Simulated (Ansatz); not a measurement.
Input file:

```
crystal:
  periodic: [false, false, false]
  atoms:
    - {symbol: Al, position_ang: [-0.101993, -1.038480, -0.539767]}
    - {symbol: Al, position_ang: [0.324497, 1.209331, 1.124093]}
    - {symbol: O, position_ang: [1.929900, 1.678782, 1.480632]}
    - {symbol: O, position_ang: [1.025044, -2.139176, -1.177206]}
    - {symbol: O, position_ang: [-1.800244, -1.055759, -0.844103]}
    - {symbol: O, position_ang: [-1.069339, 1.466211, -1.364873]}
    - {symbol: O, position_ang: [0.386173, -0.668941, 1.184950]}
    - {symbol: O, position_ang: [0.037056, 0.810735, -0.692387]}
    - {symbol: H, position_ang: [-1.743355, 0.745417, -1.284982]}
    - {symbol: H, position_ang: [-2.390369, -1.793395, -1.007795]}
    - {symbol: H, position_ang: [1.058538, -2.483434, -2.071688]}
    - {symbol: H, position_ang: [1.064911, -1.151834, 1.673371]}
    - {symbol: H, position_ang: [2.225846, 2.556501, 1.730258]}
    - {symbol: H, position_ang: [-0.946655, 1.864044, 1.789496]}
basis:
  gaussian: {orbitals: def2-TZVP, initial_orbitals: start.molden}
hamiltonian: {xc: pbe0, dispersion: d4}
scf: {omitted_lower_state_checks: [starts]}
output: {orbitals: {seedname: orbitals}}
```

Run with:

```sh
ansatz run in.yaml --threads 4 --pin off --events-out ev --progress --plain --max-ram 8704MiB
```

Geometry: r2SCAN-D4/def2-SVP.

Level of theory: Ansatz 0.2.0, RKS PBE0-D4/def2-TZVP.

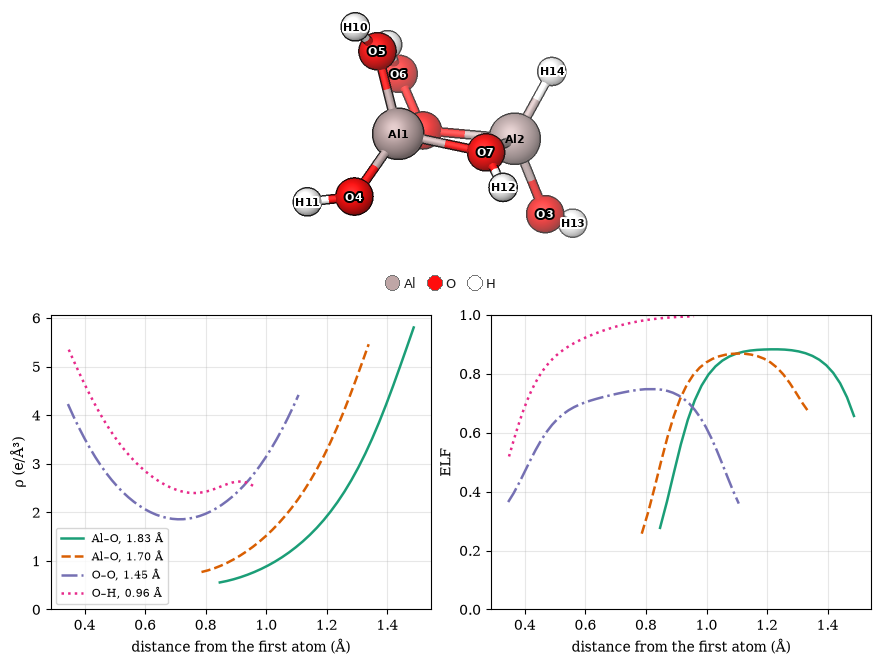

Al2H6O6. Electron density and electron localisation function along straight lines between neighbouring atoms. The curves leave out the atomic cores. The structure is drawn too.

> Compare the contacts.

Al–O (1.83 Å): ρ is about 0.67 e/Å³ halfway; the ELF peaks at about 0.90 in the valence shell of O, 0.6 Å from its nucleus, and is about 0.55 at the midpoint.
Al–O (1.70 Å): ρ is about 0.9 e/Å³ halfway; the ELF peaks at about 0.85 in the valence shell of O, 0.6 Å from its nucleus, and is about 0.50 at the midpoint.
O–O (1.45 Å): ρ at the midpoint is about 1.9 e/Å³; the ELF peaks at about 0.75 between the atoms.
O–H (0.96 Å): ρ is about 3.7 e/Å³ halfway; the ELF climbs to about 1 towards the hydrogen, as it does in any bond to H (a covalent bond by its length).
